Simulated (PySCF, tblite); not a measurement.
**C₅H₈FO₂ radical: geometry, infrared bands and EPR parameters**

What infrared bands and EPR parameters should C₅H₈FO₂ radical (`CCO[C]1OC[C@H]1F`) show?

Programs: tblite 0.8.0 and PySCF 2.14.0, with density-fitted response routines of our own. Each step states its level of theory. These are calculated values for one molecule in the gas phase, unless marked as measured. Atoms are numbered from 0 throughout.

**1. The starting structure**

16 atoms, charge 0, multiplicity 2; geometry from: force field or distance geometry start.

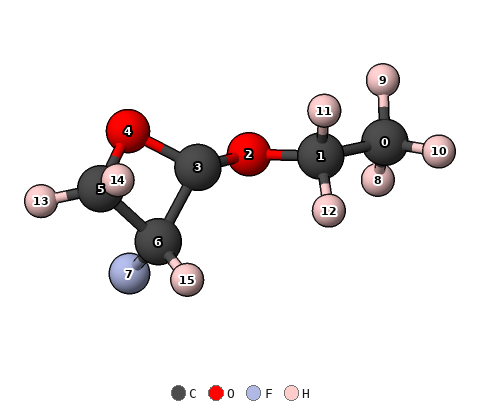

The starting geometry (carbon dark grey, oxygen red, fluorine light blue, hydrogen pink), atoms numbered; sticks join atoms by distance.

**2. Relaxing the molecule with GFN2-xTB**

Job settings and geometry (Å):

```
{"job": {"kind": "relax", "xc": "GFN2-xTB", "basis": "xTB"}, "charge": 0, "multiplicity": 2}
C      2.774800     0.001200    -0.316800
C      1.432700    -0.215000     0.350200
O      0.442000     0.646700    -0.079000
C     -0.693200     0.327900     0.610500
O     -1.565300     1.350200     0.948300
C     -2.558000     0.370100     1.043900
C     -1.807600    -0.384300    -0.057300
F     -2.189300     0.020600    -1.296600
H      2.640100     0.029000    -1.403200
H      3.187800     0.946700     0.116100
H      3.443500    -0.812100     0.022400
H      1.580300    -0.076400     1.453200
H      1.090400    -1.272000     0.241800
H     -3.532100     0.764900     0.761800
H     -2.491000    -0.206900     1.984100
H     -1.762700    -1.481700     0.144200
```

Run with:

```
> OMP_NUM_THREADS=1 python probes_run.py task.json out
```

This one command runs all jobs of the session in turn.

Output:

```text
step      E/eV     max force
  0    -748.53954    3.490
  1    -748.93188    1.786
  2    -749.14641    1.027
  3    -749.29281    0.753
  4    -749.35595    0.669
  5    -749.40080    0.663
  6    -749.43807    0.586
  7    -749.47444    0.523
  8    -749.50319    0.449
  9    -749.52704    0.415
 10    -749.54916    0.421
 11    -749.57521    0.489
 12    -749.60570    0.494
 13    -749.63357    0.391
 14    -749.65121    0.251
 15    -749.66127    0.269
 16    -749.66820    0.342
 17    -749.67527    0.231
 18    -749.68353    0.207
 19    -749.69169    0.201
 20    -749.69542    0.213
 21    -749.70218    0.211
 22    -749.70643    0.178
 23    -749.71070    0.161
 24    -749.71438    0.167
 25    -749.71784    0.165
 26    -749.72007    0.108
 27    -749.72120    0.071
 28    -749.72192    0.073
 29    -749.72279    0.101
 30    -749.72375    0.097
 31    -749.72455    0.064
 32    -749.72513    0.067
 33    -749.72571    0.064
 34    -749.72646    0.073
 35    -749.72734    0.079
 36    -749.72817    0.078
 37    -749.72891    0.074
 38    -749.72975    0.100
 39    -749.73093    0.121
 40    -749.73261    0.135
 41    -749.73447    0.133
 42    -749.73659    0.145
 43    -749.73903    0.175
 44    -749.74150    0.158
 45    -749.74331    0.100
 46    -749.74452    0.078
 47    -749.74555    0.079
 48    -749.74652    0.087
 49    -749.74725    0.081
 50    -749.74781    0.066
 51    -749.74845    0.094
 52    -749.74949    0.137
 53    -749.75119    0.165
 54    -749.75337    0.147
 55    -749.75580    0.110
 56    -749.75829    0.119
 57    -749.76005    0.144
 58    -749.76222    0.128
 59    -749.76366    0.116
 60    -749.76466    0.073
 61    -749.76550    0.089
 62    -749.76686    0.086
 63    -749.76829    0.119
 64    -749.77012    0.129
 65    -749.77286    0.145
 66    -749.77747    0.192
 67    -749.78411    0.245
 68    -749.75923    0.681
 69    -749.79177    0.196
 70    -749.79521    0.166
 71    -749.80308    0.219
 72    -749.80628    0.147
 73    -749.80951    0.110
 74    -749.81332    0.135
 75    -749.81612    0.120
 76    -749.81888    0.122
 77    -749.82055    0.081
 78    -749.82162    0.104
 79    -749.82238    0.086
 80    -749.82324    0.086
 81    -749.82437    0.074
 82    -749.82538    0.073
 83    -749.82629    0.072
 84    -749.82703    0.059
 85    -749.82769    0.049
 86    -749.82813    0.064
 87    -749.82861    0.063
 88    -749.82897    0.057
 89    -749.82992    0.055
 90    -749.83083    0.082
 91    -749.83265    0.139
 92    -749.83441    0.142
 93    -749.83667    0.127
 94    -749.83476    0.305
 95    -749.84099    0.167
 96    -749.84354    0.128
 97    -749.84416    0.489
 98    -749.84966    0.068
 99    -749.85183    0.086
100    -749.83940    0.596
101    -749.85397    0.066
102    -749.85512    0.073
103    -749.85031    0.498
104    -749.85709    0.056
105    -749.85793    0.093
106    -749.85876    0.259
107    -749.86009    0.113
108    -749.86093    0.076
109    -749.86310    0.064
110    -749.86373    0.072
111    -749.86434    0.053
112    -749.86483    0.068
113    -749.86553    0.079
114    -749.86537    0.126
115    -749.86634    0.075
116    -749.86680    0.062
117    -749.86770    0.071
118    -749.86825    0.063
119    -749.86879    0.073
120    -749.86933    0.058
121    -749.86993    0.058
122    -749.87071    0.073
123    -749.87168    0.089
124    -749.87281    0.089
125    -749.87378    0.079
126    -749.87455    0.064
127    -749.87523    0.077
128    -749.87450    0.157
129    -749.87666    0.074
130    -749.87730    0.056
131    -749.87819    0.050
132    -749.87918    0.071
133    -749.87974    0.063
134    -749.88033    0.064
135    -749.88079    0.044
136    -749.88137    0.052
137    -749.88176    0.061
138    -749.88250    0.068
139    -749.88319    0.063
140    -749.88398    0.058
141    -749.88452    0.063
142    -749.88502    0.084
143    -749.88559    0.068
144    -749.88615    0.061
145    -749.88682    0.042
146    -749.88723    0.042
147    -749.88785    0.040
148    -749.88818    0.044
149    -749.88854    0.062
150    -749.88901    0.068
151    -749.89019    0.100
152    -749.89146    0.097
153    -749.89343    0.120
154    -749.89474    0.123
155    -749.89673    0.125
156    -749.89779    0.164
157    -749.89909    0.123
158    -749.90131    0.103
159    -749.90294    0.169
160    -749.90502    0.132
161    -749.90804    0.136
162    -749.91022    0.101
163    -749.91253    0.144
164    -749.91444    0.108
165    -749.91593    0.122
166    -749.91754    0.120
167    -749.91907    0.112
168    -749.92137    0.106
169    -749.92253    0.204
170    -749.92418    0.110
171    -749.92507    0.068
172    -749.92542    0.042
173    -749.92553    0.026
174    -749.92560    0.017
175    -749.92568    0.015
176    -749.92572    0.016
177    -749.92577    0.019
178    -749.92581    0.017
179    -749.92584    0.019
180    -749.92587    0.019
181    -749.92590    0.018
182    -749.92594    0.012
183    -749.92597    0.011
184    -749.92600    0.014
185    -749.92603    0.017
186    -749.92608    0.015
187    -749.92612    0.015
188    -749.92614    0.008
```

Run time: 1.1 s. Hardware: 1 thread of Arm Neoverse V1, shared host.

Along the way: (not every step is listed)

```csv
step,energy from step 0 (eV),largest force (eV/Å)
0,0.0000,3.4901
1,-0.3923,1.7863
2,-0.6069,1.0271
3,-0.7533,0.7530
4,-0.8164,0.6693
5,-0.8613,0.6630
6,-0.8985,0.5856
7,-0.9349,0.5232
8,-0.9637,0.4494
25,-1.1783,0.1652
42,-1.1970,0.1446
59,-1.2241,0.1162
76,-1.2793,0.1218
93,-1.2971,0.1272
110,-1.3242,0.0719
127,-1.3357,0.0767
144,-1.3466,0.0613
161,-1.3685,0.1360
178,-1.3863,0.0165
183,-1.3864,0.0114
184,-1.3865,0.0140
185,-1.3865,0.0168
186,-1.3865,0.0150
187,-1.3866,0.0146
188,-1.3866,0.0081
```

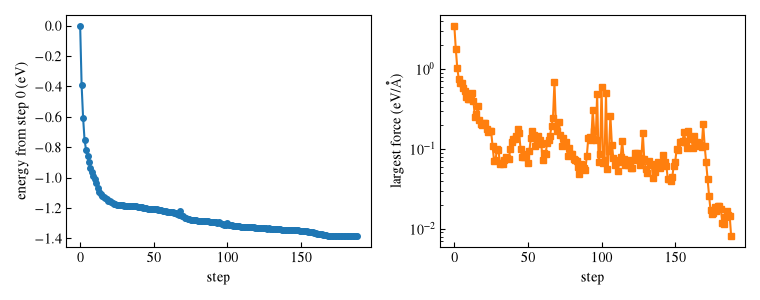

Energy and force, step by step.

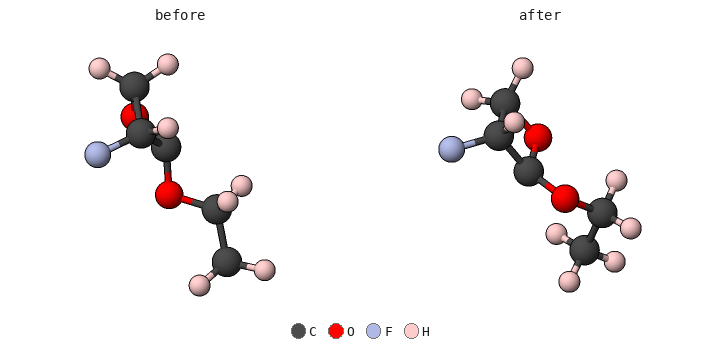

Before and after, at one scale.

Close pairs (by a distance rule), those that changed most:

```csv
bond,before (Å),after (Å),change (Å)
C1–O2,1.381,1.418,+0.036
O4–C5,1.398,1.430,+0.032
C0–H9,1.119,1.087,-0.032
C1–H11,1.121,1.096,-0.025
C3–O4,1.386,1.410,+0.025
C1–H12,1.116,1.092,-0.024
C3–C6,1.482,1.504,+0.022
C6–H15,1.117,1.097,-0.020
```

The final coordinates are the input of the step that follows.

**3. Infrared spectrum with GFN2-xTB**

Job settings and geometry (Å):

```
{"job": {"kind": "ir", "xc": "GFN2-xTB", "basis": "xTB"}, "charge": 0, "multiplicity": 2}
C      2.396985     0.395182    -0.071943
C      1.591778    -0.761962     0.508071
O      0.390295    -0.990427    -0.208659
C     -0.560494    -0.035272    -0.081142
O     -0.727331     0.672874     1.126789
C     -2.150043     0.624416     0.986010
C     -2.033283    -0.300801    -0.230738
F     -2.623625     0.167320    -1.378490
H      2.605548     0.216473    -1.123665
H      1.833546     1.319760     0.023644
H      3.334958     0.494174     0.466685
H      1.354205    -0.561672     1.559596
H      2.143501    -1.701201     0.425927
H     -2.567132     1.606569     0.756859
H     -2.620764     0.198690     1.872208
H     -2.375741    -1.335180    -0.107596
```

Output:

```text
mode    cm-1     km/mol
  1      31.6      1.81
  2      70.1      2.35
  3     136.3      3.23
  4     174.5      4.10
  5     233.0      1.53
  6     275.4      3.28
  7     288.3     10.70
  8     408.3      7.21
  9     476.7      8.06
 10     579.8      2.48
 11     661.4     11.12
 12     823.5     10.32
 13     860.8     10.94
 14     923.2      2.90
 15     964.1      8.21
 16    1031.4     31.31
 17    1053.5     12.72
 18    1063.6     26.29
 19    1083.2     36.64
 20    1102.0    109.44
 21    1113.0     63.09
 22    1115.1     72.38
 23    1144.1     26.53
 24    1171.7     64.22
 25    1240.1     16.55
 26    1252.9     15.66
 27    1269.9     48.36
 28    1314.1     44.41
 29    1347.9    124.52
 30    1395.3      8.14
 31    1442.8      3.87
 32    1448.9      3.03
 33    1476.3      4.20
 34    1488.0      4.18
 35    2889.3     28.96
 36    2922.4     26.09
 37    2975.6     18.60
 38    2979.5     19.04
 39    2987.5     22.65
 40    3049.2     18.45
 41    3051.9     14.03
 42    3054.3     27.14
```

It took 0.44 s on 1 thread of Arm Neoverse V1, shared host.

The strongest bands and the atoms that carry them (share of the mass-weighted mode):

```csv
cm⁻¹,km/mol,atoms
1083,36.6,"C1 25 %, C0 19 %, C6 14 %"
1102,109.4,"C1 15 %, H13 13 %, O2 12 %, C6 12 %"
1113,63.1,"H13 31 %, H14 24 %, C6 12 %"
1115,72.4,"C3 27 %, C6 14 %, H15 13 %, H14 12 %"
1172,64.2,"C3 18 %, C1 16 %"
1270,48.4,"H15 40 %, C6 14 %, H13 11 %"
1314,44.4,"H11 43 %, C3 13 %, H12 13 %, C1 13 %"
1348,124.5,"C3 42 %, O2 19 %, H12 14 %"
```

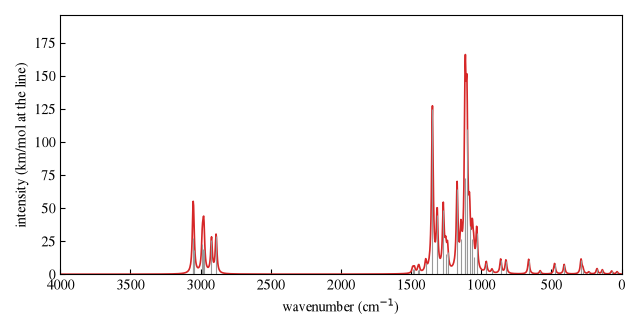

The infrared spectrum from these modes, unscaled. Lines are broadened to a width of 14 cm⁻¹ (Lorentzian).

**4. g tensor and hyperfine couplings: B3LYP/pcH-1**

Settings changed since step 3:

```diff
@@ -1,2 +1,2 @@
-{"job": {"kind": "ir", "xc": "GFN2-xTB", "basis": "xTB"}, "charge": 0, "multiplicity": 2}
+{"job": {"kind": "epr", "basis": "pcH-1"}, "charge": 0, "multiplicity": 2}
 C      2.396985     0.395182    -0.071943
```

With the program's defaults for keys left out, this is: UKS B3LYP, pcH-1 on C F H O, non-relativistic, mean-field spin-orbit, GIAO.

Output:

```text
UKS, coarse grid
  cycle   1  E = -445.41926028  |g| = 6.44e-01
  cycle   2  E = -445.19477809  |g| = 1.05e+00
  cycle   3  E = -445.55642891  |g| = 8.69e-02
  cycle   4  E = -445.55888859  |g| = 4.43e-02
  cycle   5  E = -445.55963900  |g| = 1.43e-02
  cycle   6  E = -445.55969756  |g| = 6.85e-03
  cycle   7  E = -445.55971692  |g| = 1.23e-03
  cycle   8  E = -445.55971747  |g| = 8.65e-04
UKS, final grid
  cycle   1  E = -445.55973308  |g| = 1.30e-03
  cycle   2  E = -445.55973221  |g| = 2.12e-03
  cycle   3  E = -445.55973365  |g| = 1.48e-04
  cycle   4  E = -445.55973366  |g| = 4.16e-05
  cycle   5  E = -445.55973366  |g| = 2.91e-05
E = -445.55973366 Eh   <S^2> = 0.7531 (exact 0.7500)
g shifts (ppm)      1          2          3
  rmc          -237       -237       -237
  gc             17         61         43
  oz_so        -184       1596       2440
  total        -404       1420       2246
hyperfine (MHz)  atom isotope    a_iso     a_fc   dipolar eigenvalues
    0   13C       2.21       2.21     -1.91     -0.14      2.05
    1   13C      -2.23      -2.23     -1.35     -0.84      2.18
    2   17O     -27.62     -27.62    -58.97     28.11     30.87
    3   13C     313.77     313.77    -67.05    -65.01    132.06
    4   17O     -34.88     -34.88    -55.82     26.61     29.21
    5   13C      -2.29      -2.29     -1.76     -1.47      3.23
    6   13C      -5.69      -5.69     -7.39     -5.82     13.22
    7   19F     158.55     158.55    -29.01    -22.97     51.99
    8    1H      -0.78      -0.78     -2.10     -1.93      4.03
    9    1H       0.80       0.80     -4.25     -2.98      7.23
   10    1H      -2.28      -2.28     -1.68     -1.31      2.98
   11    1H       8.46       8.46     -3.71     -2.50      6.21
   12    1H       0.88       0.88     -2.73     -2.56      5.29
   13    1H      -4.63      -4.63     -3.54     -2.71      6.25
   14    1H       3.64       3.64     -2.83     -2.53      5.36
   15    1H      31.99      31.99     -5.70     -2.30      8.01
```

Run time: 76 s. Hardware: 1 thread of Arm Neoverse V1, shared host; peak memory 0.98 GiB.

Principal g values 2.00191, 2.00374, 2.00457; g(iso) = 2.00341, against 2.00232 for a free electron.

Hyperfine couplings; where a row names several nuclei, a(iso) is their mean (it holds for fast rotation or exchange) and the dipolar term the largest among them:

```csv
nuclei,isotope,a(iso) (MHz),"a(iso) (G, at g = 2.0023)",largest dipolar term (MHz)
C3,13C,313.8,112.0,132.1
F7,19F,158.6,56.6,52.0
O4,17O,-34.9,-12.4,-55.8
H15,1H,32.0,11.4,8.0
O2,17O,-27.6,-9.9,-59.0
H11,1H,8.5,3.0,6.2
C6,13C,-5.7,-2.0,13.2
H13,1H,-4.6,-1.7,6.3
H14,1H,3.6,1.3,5.4
C5,13C,-2.3,-0.8,3.2
C1,13C,-2.2,-0.8,2.2
C0,13C,2.2,0.8,2.0
H12,1H,0.9,0.3,5.3
"H8, H9, H10",1H,-0.8,-0.3,7.2
```

Mulliken spin populations:

C0 0.01; C1 0.00; O2 0.11; C3 0.73; O4 0.11; C5 0.00; C6 0.00; F7 0.01; H8 0.00; H9 0.00; H10 0.00; H11 0.00; H12 0.00; H13 0.00; H14 0.00; H15 0.03

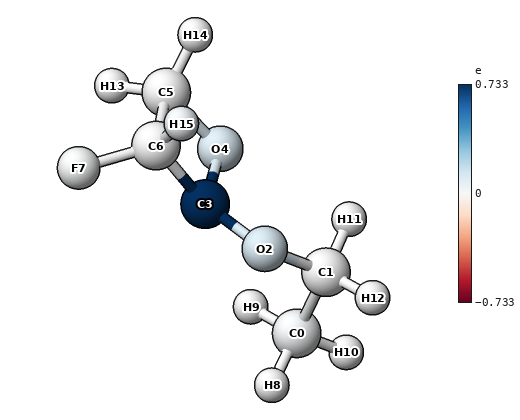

Mulliken spin populations, as colours on the atoms.

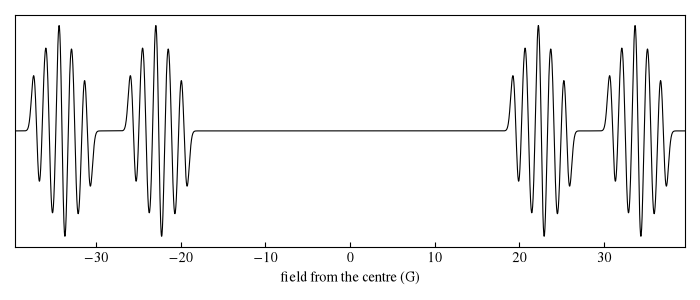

First-order isotropic spectrum (first derivative, main isotopes with spin only, couplings over 0.8 MHz, Gaussian width 0.3 G; couplings of the frozen geometry, rotation of groups not averaged beyond the rows shown).

Orbitals, density, ELF and potential are computed afterwards from the orbital file.

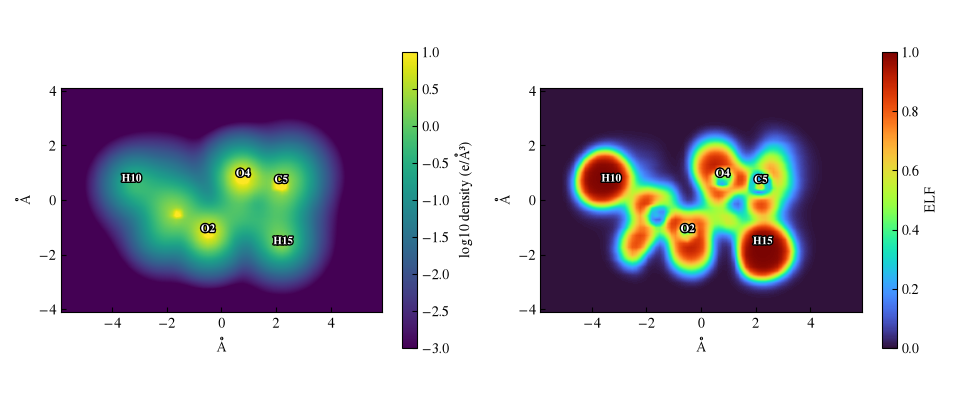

Density (left) and ELF (right) in a plane through or near 5 of the atoms.

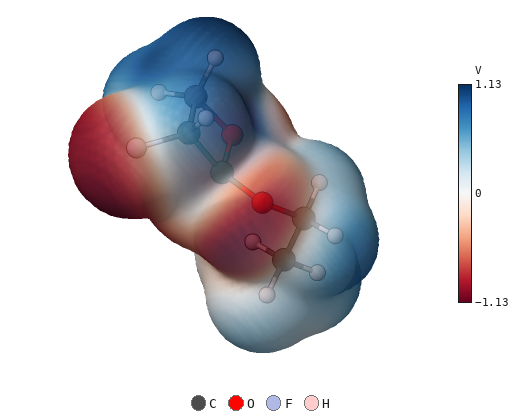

Electrostatic potential on the surface of density 0.002 e/bohr³; red is low, blue high. It runs from -1.13 V near F7 to 1.09 V near H14.

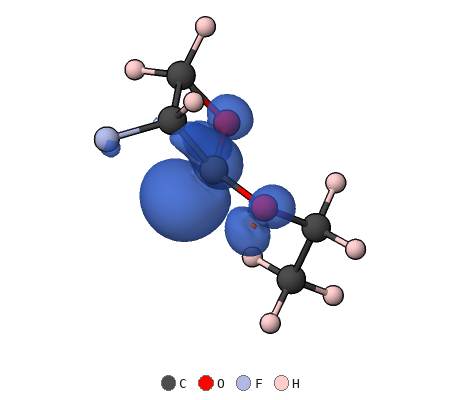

Spin density at ±0.04 e/Å³ (alpha excess blue, beta excess red).

**5. Summary of results**

| quantity | value |
| --- | --- |
| strongest single infrared mode (GFN2-xTB) | 1348 cm⁻¹, 125 km/mol |
| zero-point energy (GFN2-xTB) | 77.7 kcal/mol |
| g(iso) (B3LYP) | 2.00341 |
| ⟨S²⟩ | 0.753 (exact 0.75) |
| largest a(iso) (averaged by class) | 13C on C3, 313.8 MHz |
| surface potential, least and greatest | -1.13 V and 1.09 V |

In words: Relaxing lowered the energy by 1.387 eV in 188 steps; the close pair that moved most is C1–O2, from 1.381 to 1.418 Å. No mode is imaginary among the 42: a minimum at this level. The strongest single mode, at 1348 cm⁻¹, is spread over several atoms, C3, O2, H12 among them. Unscaled tight-binding wavenumbers are off by several per cent, some by more. Its intensities can rank the bands wrongly. Most of the unpaired spin sits on C3 (0.73 e). The isotropic g lies 1.1 ppt above the free-electron value.
